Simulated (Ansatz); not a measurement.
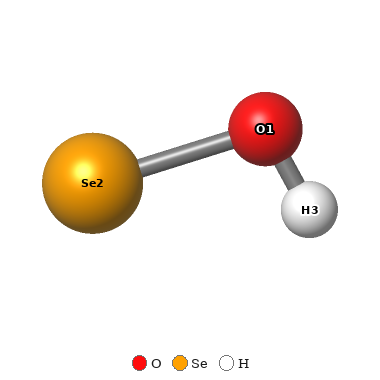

The system is HOSe, SMILES O[Se-], charge −1; the picture shows the reference structure. The first coordinate is: angle Se2–O1–H3; the second: change of the bonds O1–Se2, O1–H3, all alike. Nothing is relaxed (all other coordinates rigid). The grid has 13 × 13 points. Points are written as (first, second). Energies are in kcal/mol, from the lowest grid point. The restricted reference is unstable at some or all points, so the energies there are unreliable. Level of theory: RHF-MP2, frozen core/def2-TZVPD in Ansatz.

Its coordinates:

```xyz
3

O    -0.2940   -0.5431   -0.2164
Se    1.1499    0.3358    0.6660
H    -0.8559    0.2073   -0.4496
```

Range: angle Se2–O1–H3 from 56.2 to 146.2°; change of the bonds O1–Se2, O1–H3, all alike from −0.158 to 0.244 Å.

Q: What landscape does the calculation give?

A: The lowest grid point is at (101.2°, 0.010 Å). It is the only kind of minimum in the scanned range. The highest grid point, (56.2°, −0.158 Å), lies 78.5 kcal/mol above the lowest. Round the minimum the valley is somewhat tilted: raising angle Se2–O1–H3 shifts the best value of the second coordinate downwards (coupling k₁₂/√(k₁₁k₂₂) about 0.2).

```csv
"second ↓, first →",56.2,63.7,71.2,78.7,86.2,93.7,101.2,108.7,116.2,123.7,131.2,138.7,146.2
0.244,34.5,31.2,29.1,27.8,27.1,27.0,27.7,29.3,31.8,35.1,39.2,43.9,49.2
0.211,31.1,26.9,24.3,22.6,21.6,21.4,22.0,23.5,25.9,29.2,33.3,38.0,43.2
0.177,28.2,23.2,19.9,17.8,16.5,16.0,16.5,17.9,20.2,23.5,27.6,32.3,37.5
0.144,26.1,20.2,16.3,13.6,12.0,11.3,11.6,12.9,15.2,18.4,22.4,27.1,32.2
0.110,24.9,18.0,13.3,10.1,8.1,7.1,7.2,8.4,10.6,13.7,17.7,22.4,27.4
0.077,24.9,16.8,11.3,7.5,5.1,3.8,3.7,4.8,6.9,10.0,13.9,18.5,23.5
0.043,26.1,16.8,10.4,6.0,3.1,1.5,1.2,2.1,4.1,7.1,10.9,15.4,20.3
0.010,28.8,18.3,11.0,5.9,2.5,0.6,0.0,0.7,2.5,5.5,9.2,13.7,18.5
−0.024,33.4,21.6,13.3,7.5,3.5,1.2,0.4,0.9,2.6,5.4,9.0,13.4,18.1
−0.057,40.0,27.0,17.7,11.1,6.6,3.9,2.7,3.0,4.5,7.1,10.7,14.9,19.5
−0.091,49.5,35.1,24.8,17.3,12.2,9.1,7.6,7.6,8.9,11.4,14.8,18.9,23.3
−0.124,61.9,46.2,34.7,26.5,20.8,17.1,15.2,15.0,16.1,18.4,21.7,25.7,29.9
−0.158,78.5,61.5,48.9,39.8,33.4,29.2,26.9,26.3,27.2,29.4,32.5,36.3,40.4
```

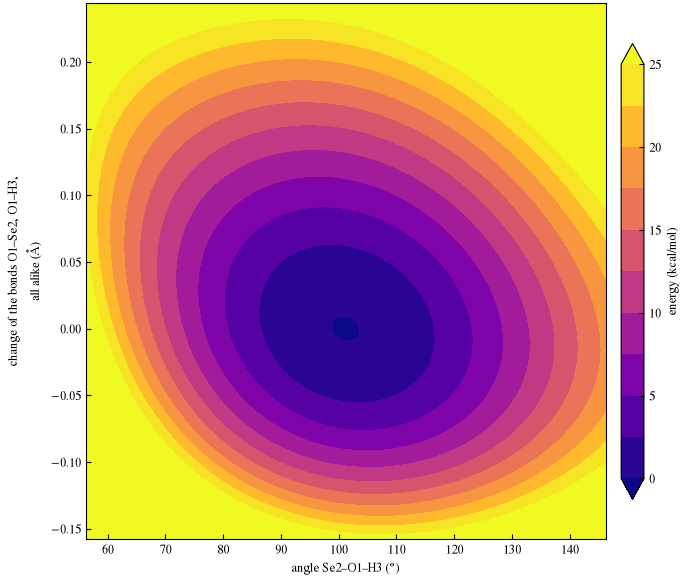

Drawn: filled contours, one colour for all values above the top of the scale. Between grid points the surface is interpolated.

Each point was launched as `ansatz run input.yaml --threads 1 --pin off --max-ram 2560MiB --backend cpu --events-out ev --progress --plain --runs-dir out`. Time for the 169 points that were run: 13 min on 1 thread of Arm Neoverse V1 (shared host).
